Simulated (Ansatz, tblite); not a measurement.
# (F)2Al-NH-SiH3 (AlF₂H₄NSi): removing and adding an electron

Aim: the energy of removing and adding an electron for (F)2Al-NH-SiH3 (AlF₂H₄NSi), by energy differences, and how well orbital energies stand in for it.

Method: as each input shows; program: Ansatz 0.2.0, Gaussian basis.

Plan: charge +1 doublet, at the geometry of the singlet (PBE0-D4/def2-TZVP, PBE-D4/def2-TZVP, r2SCAN-D4/def2-TZVP); charge -1 doublet, at the geometry of the singlet (PBE0-D4/def2-TZVPD, PBE-D4/def2-TZVPD, r2SCAN-D4/def2-TZVPD); the starting singlet's energies come from earlier runs.

## (1) The geometry

The geometry is that of the singlet, from an earlier relaxation (PBE-D4/def2-SVP).

9 atoms, charge 0, spin multiplicity 1.

Atoms are counted from 1 here; the program's logs count them from 0.

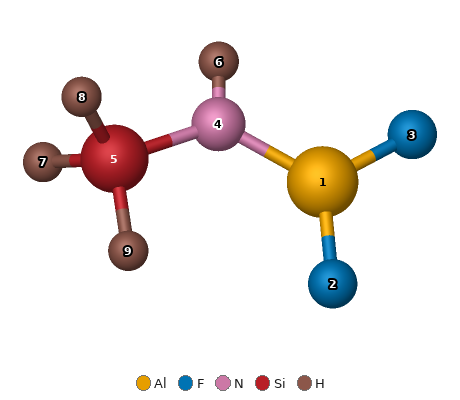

The geometry (aluminium amber, fluorine blue, nitrogen pink, silicon red, hydrogen brown); atoms are numbered from 1 in the order of the file.

## (2) Charge +1 doublet at the fixed geometry, first pass, PBE0-D4/def2-SVP

in.yaml reads:

```yaml
crystal:
  periodic: [false, false, false]
  atoms:
    - {symbol: Al, position_ang: [-1.241088, -0.894268, -0.879951]}
    - {symbol: F, position_ang: [-2.212498, 0.366839, -1.373000]}
    - {symbol: F, position_ang: [-1.663254, -2.449300, -1.310130]}
    - {symbol: N, position_ang: [0.223732, -0.607059, 0.086938]}
    - {symbol: Si, position_ang: [0.895360, 0.915039, 0.660716]}
    - {symbol: H, position_ang: [0.755666, -1.445586, 0.349024]}
    - {symbol: H, position_ang: [2.288089, 1.147859, 0.131709]}
    - {symbol: H, position_ang: [0.970789, 0.964614, 2.165896]}
    - {symbol: H, position_ang: [-0.016795, 2.001873, 0.168788]}
basis:
  gaussian: {orbitals: def2-SVP}
total_charge: 1
magnetization: {spin_polarized: true, initial_magnetization: 1}
hamiltonian: {xc: pbe0, dispersion: d4}
output: {orbitals: {seedname: orbitals}}
```

Command:

```sh
$ ansatz run in.yaml --threads 4 --pin off --events-out ev --progress --plain --max-ram 3916MiB
```

The program printed:

```text
Functional definition: PBE0
  name "PBE0"
  cite "Adamo & Barone, J. Chem. Phys. 110, 6158 (1999) doi:10.1063/1.478522"
  cite "Perdew, Burke & Ernzerhof, Phys. Rev. Lett. 77, 3865 (1996) doi:10.1103/PhysRevLett.77.3865"
  parent pbe
  parameter a = 0.25
  parameter kappa = 0.804
  parameter beta = 0.06672455060314922
  exchange = (1 - a)*pbe_x(kappa = kappa, mu = beta*pi^2/3) + a*exact_x
  correlation = pbe_c(beta = beta)
926 factors; integrals over basis functions are off by at most 1.2e-3 eV
mean field evaluation 1: about -21416.0881 eV, gradient 7.1e1 eV
mean field evaluation 2: about -21364.0660 eV, gradient 1.3e2 eV
mean field evaluation 4: about -21434.2345 eV, gradient 1.2e1 eV
mean field evaluation 8: about -21435.1809 eV, gradient 5.5e-1 eV
mean field evaluation 16: about -21435.2785 eV, gradient 4.3e-3 eV
mean field -21435.27851848 eV, -787.7319562007 hartree, gradient 2.3e-5 eV, S^2 0.758995; 0 other end points of the search recorded, 0 dependent functions left out
reference -21435.27855050 eV, -787.7319573772 hartree; 28, 27 occupied and 70, 71 virtual orbitals, 926 factors
Total energy: -21435.41394715 eV, -787.7369331123 hartree
```

Run time: 2.1 s. Hardware: 4 threads of Arm Neoverse V1, shared host.

HOMO -15.40 eV, LUMO -12.31 eV (over both spins); ⟨S²⟩ 0.759 (pure: 0.75).

## (3) Charge +1 doublet at the fixed geometry, PBE0-D4/def2-TZVP

start.molden holds the orbitals of an earlier run on this state, given as this run's starting guess.

in.yaml: that of step 2 with these lines changed.

```diff
@@ -13,3 +13,3 @@
 basis:
-  gaussian: {orbitals: def2-SVP}
+  gaussian: {orbitals: def2-TZVP, initial_orbitals: start.molden}
 total_charge: 1
@@ -17,2 +17,3 @@
 hamiltonian: {xc: pbe0, dispersion: d4}
+scf: {omitted_lower_state_checks: [starts]}
 output: {orbitals: {seedname: orbitals}}
```

The command is unchanged.

The program printed:

```text
Functional definition: PBE0
  name "PBE0"
  cite "Adamo & Barone, J. Chem. Phys. 110, 6158 (1999) doi:10.1063/1.478522"
  cite "Perdew, Burke & Ernzerhof, Phys. Rev. Lett. 77, 3865 (1996) doi:10.1103/PhysRevLett.77.3865"
  parent pbe
  parameter a = 0.25
  parameter kappa = 0.804
  parameter beta = 0.06672455060314922
  exchange = (1 - a)*pbe_x(kappa = kappa, mu = beta*pi^2/3) + a*exact_x
  correlation = pbe_c(beta = beta)
these checks for a lower state are left out or cut short: starts
1190 factors; their error is unknown
mean field evaluation 1: about -21444.5152 eV, gradient 1.4e2 eV
mean field evaluation 2: about -21448.9590 eV, gradient 5.2e0 eV
mean field evaluation 4: about -21449.1468 eV, gradient 2.0e-1 eV
mean field evaluation 8: about -21449.1471 eV, gradient 2.2e-5 eV
mean field -21449.14705205 eV, -788.2416154089 hartree, gradient 2.2e-5 eV, S^2 0.759531; 0 other end points of the search recorded, 0 dependent functions left out
reference -21449.14708869 eV, -788.2416167554 hartree; 28, 27 occupied and 163, 164 virtual orbitals, 1190 factors
Total energy: -21449.28248534 eV, -788.2465924906 hartree
Checks for a lower state left out: starts
```

It took 4.4 s on 4 threads of Arm Neoverse V1, shared host; peak memory 0.56 GiB.

HOMO -15.38 eV, LUMO -12.30 eV (over both spins); ⟨S²⟩ 0.760 (pure: 0.75).

## (4) Charge +1 doublet at the fixed geometry, PBE-D4/def2-TZVP

in.yaml: that of step 3 with these lines changed.

```diff
@@ -16,3 +16,3 @@
 magnetization: {spin_polarized: true, initial_magnetization: 1}
-hamiltonian: {xc: pbe0, dispersion: d4}
+hamiltonian: {xc: pbe, dispersion: d4}
 scf: {omitted_lower_state_checks: [starts]}
```

The command is unchanged.

The program printed:

```text
Functional definition: PBE
  name "PBE"
  cite "Perdew, Burke & Ernzerhof, Phys. Rev. Lett. 77, 3865 (1996) doi:10.1103/PhysRevLett.77.3865"
  parent pbe
  parameter kappa = 0.804
  parameter beta = 0.06672455060314922
  exchange = pbe_x(kappa = kappa, mu = beta*pi^2/3)
  correlation = pbe_c(beta = beta)
these checks for a lower state are left out or cut short: starts
1154 factors; their error is unknown
mean field evaluation 1: about -21447.6807 eV, gradient 8.7e0 eV
mean field evaluation 2: about -21447.8680 eV, gradient 3.6e-1 eV
mean field evaluation 4: about -21447.8590 eV, gradient 1.4e-1 eV
mean field evaluation 8: about -21447.8591 eV, gradient 1.2e-5 eV
mean field -21447.85908687 eV, -788.1942835613 hartree, gradient 1.2e-5 eV, S^2 0.754626; 0 other end points of the search recorded, 0 dependent functions left out
reference -21447.85913672 eV, -788.1942853933 hartree; 28, 27 occupied and 163, 164 virtual orbitals, 1154 factors
Total energy: -21448.01881355 eV, -788.2001534086 hartree
Checks for a lower state left out: starts
```

Run time: 3 s. Hardware: 4 threads of Arm Neoverse V1, shared host.

Report: HOMO -13.84 eV, LUMO -13.16 eV (over both spins); ⟨S²⟩ 0.755 (pure: 0.75).

## (5) Charge +1 doublet at the fixed geometry, r2SCAN-D4/def2-TZVP

in.yaml: that of step 4 with these lines changed.

```diff
@@ -16,3 +16,3 @@
 magnetization: {spin_polarized: true, initial_magnetization: 1}
-hamiltonian: {xc: pbe, dispersion: d4}
+hamiltonian: {xc: r2scan, dispersion: d4}
 scf: {omitted_lower_state_checks: [starts]}
```

Same command.

The program printed:

```text
Functional definition: r2SCAN
  name "r2SCAN"
  cite "Furness, Kaplan, Ning, Perdew & Sun, J. Phys. Chem. Lett. 11, 8208 (2020) doi:10.1021/acs.jpclett.0c02405"
  cite "Furness, Kaplan, Ning, Perdew & Sun, J. Phys. Chem. Lett. 11, 9248 (2020) doi:10.1021/acs.jpclett.0c03077"
  parent r2scan
  parameter k0 = 0.174
  parameter k1 = 0.065
  parameter a1 = 4.9479
  exchange = r2scan_x(k0 = k0, k1 = k1, a1 = a1)
  correlation = r2scan_c
these checks for a lower state are left out or cut short: starts
1154 factors; their error is unknown
mean field evaluation 1: about -21458.3107 eV, gradient 5.1e0 eV
mean field evaluation 2: about -21458.3536 eV, gradient 9.7e-2 eV
mean field evaluation 4: about -21458.3398 eV, gradient 4.3e-3 eV
mean field -21458.33984417 eV, -788.5794442882 hartree, gradient 3.3e-5 eV, S^2 0.760966; 0 other end points of the search recorded, 0 dependent functions left out
reference -21458.33986202 eV, -788.5794449440 hartree; 28, 27 occupied and 163, 164 virtual orbitals, 1154 factors
Total energy: -21458.37765540 eV, -788.5808338251 hartree
Checks for a lower state left out: starts
```

Run time: 6.5 s. Hardware: 4 threads of Arm Neoverse V1, shared host.

HOMO -14.27 eV, LUMO -12.98 eV (over both spins); ⟨S²⟩ 0.761 (pure: 0.75).

## (6) Vertical ionisation energy

Charged state less starting state, singlet to doublet; the starting state's energies are those of its earlier runs.

```csv
level,vertical ionisation energy (eV),time
PBE-D4/def2-TZVP,+10.01,4.6 s
r2SCAN-D4/def2-TZVP,+10.09,10 s
PBE0-D4/def2-TZVP,+10.23,6.7 s
```

Times add the two runs; a level without a time comes out of a correlated run.

Beside −ε(HOMO) of the starting state:

```csv
level,−ε(HOMO) (eV),by difference (eV),mismatch (eV)
PBE-D4/def2-TZVP,6.76,10.01,-3.24
r2SCAN-D4/def2-TZVP,7.06,10.09,-3.02
PBE0-D4/def2-TZVP,8.11,10.23,-2.11
```

## (7) Charge -1 doublet at the fixed geometry, first pass, PBE0-D4/def2-SVP

in.yaml: that of step 5 with these lines changed.

```diff
@@ -13,7 +13,6 @@
 basis:
-  gaussian: {orbitals: def2-TZVP, initial_orbitals: start.molden}
-total_charge: 1
+  gaussian: {orbitals: def2-SVP}
+total_charge: -1
 magnetization: {spin_polarized: true, initial_magnetization: 1}
-hamiltonian: {xc: r2scan, dispersion: d4}
-scf: {omitted_lower_state_checks: [starts]}
+hamiltonian: {xc: pbe0, dispersion: d4}
 output: {orbitals: {seedname: orbitals}}
```

Launched as before.

The program printed:

```text
Functional definition: PBE0
  name "PBE0"
  cite "Adamo & Barone, J. Chem. Phys. 110, 6158 (1999) doi:10.1063/1.478522"
  cite "Perdew, Burke & Ernzerhof, Phys. Rev. Lett. 77, 3865 (1996) doi:10.1103/PhysRevLett.77.3865"
  parent pbe
  parameter a = 0.25
  parameter kappa = 0.804
  parameter beta = 0.06672455060314922
  exchange = (1 - a)*pbe_x(kappa = kappa, mu = beta*pi^2/3) + a*exact_x
  correlation = pbe_c(beta = beta)
927 factors; integrals over basis functions are off by at most 1.2e-3 eV
mean field evaluation 1: about -21440.9825 eV, gradient 2.9e1 eV
mean field evaluation 2: about -21434.2039 eV, gradient 4.7e1 eV
mean field evaluation 4: about -21444.5243 eV, gradient 2.9e0 eV
mean field evaluation 8: about -21444.6630 eV, gradient 1.8e-1 eV
mean field evaluation 16: about -21444.6635 eV, gradient 1.1e-3 eV
mean field -21444.66345862 eV, -788.0768463894 hartree, gradient 2.6e-5 eV, S^2 0.752870; 0 other end points of the search recorded, 0 dependent functions left out
reference -21444.66349968 eV, -788.0768478981 hartree; 29, 28 occupied and 69, 70 virtual orbitals, 927 factors
Total energy: -21444.84257535 eV, -788.0834288077 hartree
```

Wall time 2.1 s (4 threads of Arm Neoverse V1, shared host).

From the report: HOMO 2.40 eV, LUMO 4.30 eV (over both spins); ⟨S²⟩ 0.753 (pure: 0.75). Doubts: highest occupied level lies above zero.

## (8) Charge -1 doublet at the fixed geometry, PBE0-D4/def2-TZVPD

in.yaml: that of step 7 with these lines changed.

```diff
@@ -13,3 +13,3 @@
 basis:
-  gaussian: {orbitals: def2-SVP}
+  gaussian: {orbitals: def2-TZVPD, initial_orbitals: start.molden}
 total_charge: -1
@@ -17,2 +17,3 @@
 hamiltonian: {xc: pbe0, dispersion: d4}
+scf: {omitted_lower_state_checks: [starts]}
 output: {orbitals: {seedname: orbitals}}
```

Launched as before.

The program printed:

```text
Functional definition: PBE0
  name "PBE0"
  cite "Adamo & Barone, J. Chem. Phys. 110, 6158 (1999) doi:10.1063/1.478522"
  cite "Perdew, Burke & Ernzerhof, Phys. Rev. Lett. 77, 3865 (1996) doi:10.1103/PhysRevLett.77.3865"
  parent pbe
  parameter a = 0.25
  parameter kappa = 0.804
  parameter beta = 0.06672455060314922
  exchange = (1 - a)*pbe_x(kappa = kappa, mu = beta*pi^2/3) + a*exact_x
  correlation = pbe_c(beta = beta)
these checks for a lower state are left out or cut short: starts
1367 factors; their error is unknown
mean field evaluation 1: about -21453.7428 eV, gradient 1.4e2 eV
mean field evaluation 2: about -21458.7538 eV, gradient 6.3e0 eV
mean field evaluation 4: about -21459.4236 eV, gradient 3.4e-2 eV
mean field evaluation 8: about -21459.4604 eV, gradient 2.6e-5 eV
mean field -21459.46035465 eV, -788.6206222885 hartree, gradient 2.5e-5 eV, S^2 0.751814; 0 other end points of the search recorded, 0 dependent functions left out
reference -21459.46040098 eV, -788.6206239912 hartree; 29, 28 occupied and 210, 211 virtual orbitals, 1367 factors
Total energy: -21459.63947665 eV, -788.6272049008 hartree
Checks for a lower state left out: starts
```

Run time: 9.5 s. Hardware: 4 threads of Arm Neoverse V1, shared host; peak memory 0.86 GiB.

From the report: HOMO 1.26 eV, LUMO 2.81 eV (over both spins); ⟨S²⟩ 0.752 (pure: 0.75). Doubts: highest occupied level lies above zero.

## (9) Charge -1 doublet at the fixed geometry, PBE-D4/def2-TZVPD

in.yaml: that of step 8 with these lines changed.

```diff
@@ -16,3 +16,3 @@
 magnetization: {spin_polarized: true, initial_magnetization: 1}
-hamiltonian: {xc: pbe0, dispersion: d4}
+hamiltonian: {xc: pbe, dispersion: d4}
 scf: {omitted_lower_state_checks: [starts]}
```

The command is unchanged.

The program printed:

```text
Functional definition: PBE
  name "PBE"
  cite "Perdew, Burke & Ernzerhof, Phys. Rev. Lett. 77, 3865 (1996) doi:10.1103/PhysRevLett.77.3865"
  parent pbe
  parameter kappa = 0.804
  parameter beta = 0.06672455060314922
  exchange = pbe_x(kappa = kappa, mu = beta*pi^2/3)
  correlation = pbe_c(beta = beta)
these checks for a lower state are left out or cut short: starts
1316 factors; their error is unknown
mean field evaluation 1: about -21457.9964 eV, gradient 8.7e0 eV
mean field evaluation 2: about -21458.1408 eV, gradient 2.0e-1 eV
mean field evaluation 4: about -21458.1343 eV, gradient 6.6e-3 eV
mean field -21458.13432374 eV, -788.5718915516 hartree, gradient 4.8e-5 eV, S^2 0.751721; 0 other end points of the search recorded, 0 dependent functions left out
reference -21458.13438562 eV, -788.5718938256 hartree; 29, 28 occupied and 210, 211 virtual orbitals, 1316 factors
Total energy: -21458.34544658 eV, -788.5796501729 hartree
Checks for a lower state left out: starts
```

Run time: 4.8 s. Hardware: 4 threads of Arm Neoverse V1, shared host.

HOMO 1.65 eV, LUMO 2.17 eV (over both spins); ⟨S²⟩ 0.752 (pure: 0.75). Doubts: highest occupied level lies above zero.

## (10) Charge -1 doublet at the fixed geometry, r2SCAN-D4/def2-TZVPD

in.yaml: that of step 9 with these lines changed.

```diff
@@ -16,3 +16,3 @@
 magnetization: {spin_polarized: true, initial_magnetization: 1}
-hamiltonian: {xc: pbe, dispersion: d4}
+hamiltonian: {xc: r2scan, dispersion: d4}
 scf: {omitted_lower_state_checks: [starts]}
```

The command is unchanged.

The program printed:

```text
Functional definition: r2SCAN
  name "r2SCAN"
  cite "Furness, Kaplan, Ning, Perdew & Sun, J. Phys. Chem. Lett. 11, 8208 (2020) doi:10.1021/acs.jpclett.0c02405"
  cite "Furness, Kaplan, Ning, Perdew & Sun, J. Phys. Chem. Lett. 11, 9248 (2020) doi:10.1021/acs.jpclett.0c03077"
  parent r2scan
  parameter k0 = 0.174
  parameter k1 = 0.065
  parameter a1 = 4.9479
  exchange = r2scan_x(k0 = k0, k1 = k1, a1 = a1)
  correlation = r2scan_c
these checks for a lower state are left out or cut short: starts
1316 factors; their error is unknown
mean field evaluation 1: about -21468.5000 eV, gradient 5.0e0 eV
mean field evaluation 2: about -21468.5397 eV, gradient 6.5e-2 eV
mean field evaluation 4: about -21468.5309 eV, gradient 4.6e-4 eV
mean field -21468.53089854 eV, -788.9539586286 hartree, gradient 2.3e-5 eV, S^2 0.753422; 0 other end points of the search recorded, 0 dependent functions left out
reference -21468.53093422 eV, -788.9539599396 hartree; 29, 28 occupied and 210, 211 virtual orbitals, 1316 factors
Total energy: -21468.58236293 eV, -788.9558499100 hartree
Checks for a lower state left out: starts
```

Wall time 12 s (4 threads of Arm Neoverse V1, shared host).

HOMO 1.63 eV, LUMO 2.51 eV (over both spins); ⟨S²⟩ 0.753 (pure: 0.75). Doubts: highest occupied level lies above zero.

## (11) Vertical electron affinity

Starting state less charged state (positive: the electron is bound), singlet to doublet; the starting state's energies are those of its earlier runs.

```
               level  vertical electron affinity (eV)   time
   PBE-D4/def2-TZVPD                            +0.23  7.4 s
r2SCAN-D4/def2-TZVPD                            +0.05   16 s
  PBE0-D4/def2-TZVPD                            +0.06   13 s
```

Times add the two runs; a level without a time comes out of a correlated run.

Beside −ε(LUMO) of the starting state:

```
               level  −ε(LUMO) (eV)  by difference (eV)  mismatch (eV)
   PBE-D4/def2-TZVPD           2.13                0.23          +1.90
r2SCAN-D4/def2-TZVPD           1.64                0.05          +1.59
  PBE0-D4/def2-TZVPD           1.32                0.06          +1.26
```

## (12) Results

| quantity | value |
| --- | --- |
| vertical ionisation energy, functionals in def2-TZVP | 10.01 (PBE-D4) to 10.23 eV (PBE0-D4) |
| vertical electron affinity, functionals in def2-TZVPD | 0.05 (r2SCAN-D4) to 0.23 eV (PBE-D4) |

In words: The vertical ionisation energy spans 10.01 to 10.23 eV over the functionals. −ε(HOMO) misses the level's own difference by -2.11 eV at best (PBE0-D4) and -3.24 eV at worst (PBE-D4). The vertical electron affinity spans 0.05 to 0.23 eV over the functionals. The anion's highest level lies above zero where self-interaction lifts it, so diffuse functions weigh on these values. −ε(LUMO) misses the level's own difference by +1.26 eV at best (PBE0-D4) and +1.90 eV at worst (PBE-D4).

The anion's highest level is positive in at least one run, so there the basis alone may hold the extra electron.
